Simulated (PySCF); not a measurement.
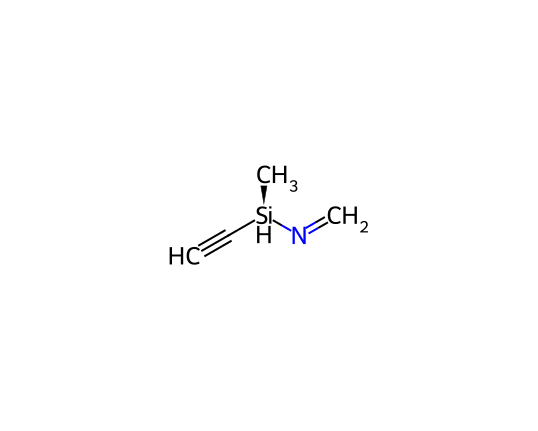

2D structure.

Transcribe the drawing into SMILES.

Answer. C#C[Si@@H](C)N=C

What is the molecular formula?

Answer. C4H7NSi.

An optimisation with PBE0-D3(BJ)/def2-SVP gave a structure of which point group?

Answer. C1.

More results for the same structure follow; atom numbers are the same in all pictures, views and colours differ. Computed geometry: PBE0-D3(BJ)/def2-SVP optimisation. No frequency run is at hand to confirm it as a minimum.

### NMR shielding

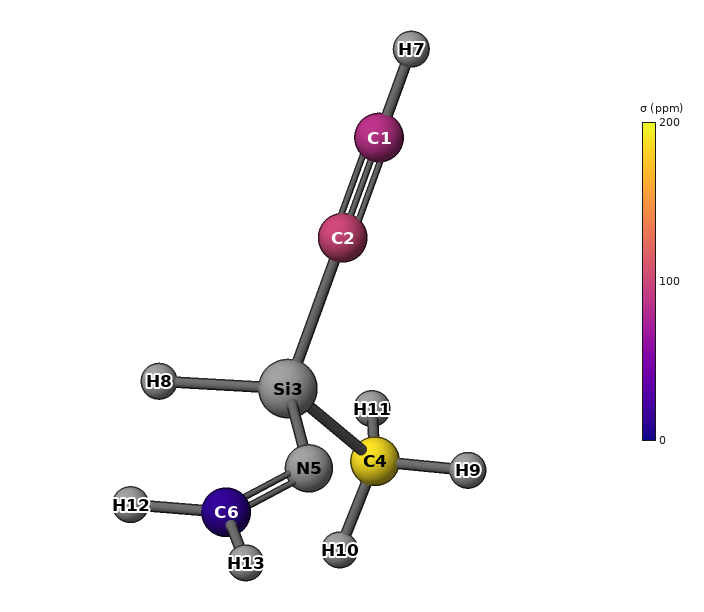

Atoms are coloured by their isotropic NMR shieldings (C only, the others grey). No frequency run is at hand to confirm it as a minimum. Method: GIAO PBE0/cc-pVTZ NMR shielding, non-relativistic, gas phase (PySCF 2.14.0).

Give the isotropic NMR shieldings of the C atoms atom by atom.

```json
{"atom": "C1", "σ (ppm)": "86.1"}
{"atom": "C2", "σ (ppm)": "100.4"}
{"atom": "C4", "σ (ppm)": "188.1"}
{"atom": "C6", "σ (ppm)": "13.7"}
```

### Levels of theory compared

No frequency run is at hand to confirm it as a minimum. Program: PySCF 2.14.0.

At this fixed geometry, give HOMO energy (eV), dipole (D) at these levels: PBE0/6-311+G(2d,p); PBE0/6-31G*; PBE0/IGLO-III; PBE0/aug-cc-pVDZ; PBE0/cc-pVDZ; PBE0/cc-pVTZ; PBE0/def2-SVP; PBE0/def2-TZVP; PBE0/pcSseg-0; PBE0/pcSseg-2.

```tsv
level	HOMO energy (eV)	dipole (D)
PBE0/6-311+G(2d,p)	−7.15	0.89
PBE0/6-31G*	−6.89	0.84
PBE0/IGLO-III	−7.14	0.86
PBE0/aug-cc-pVDZ	−7.11	0.88
PBE0/cc-pVDZ	−6.92	0.77
PBE0/cc-pVTZ	−7.08	0.80
PBE0/def2-SVP	−6.98	0.82
PBE0/def2-TZVP	−7.11	0.83
PBE0/pcSseg-0	−6.86	1.22
PBE0/pcSseg-2	−7.14	0.89
```

### Quadrupole coupling

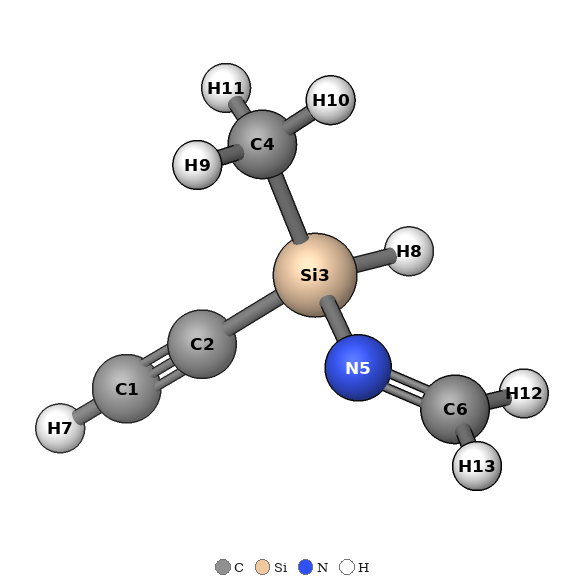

No frequency run is at hand to confirm it as a minimum. Electric field gradients from the ground-state density, PBE0/def2-SVP (PySCF 2.14.0), non-relativistic apart from any core potentials.

Give the largest field-gradient component, the quadrupole coupling constant and the asymmetry for 14N at N5 (Q = 20.44 mb).

```csv
atom,V_zz (a.u.),e²qQ/h (MHz),η
N5,−0.950,−4.56,0.74
```
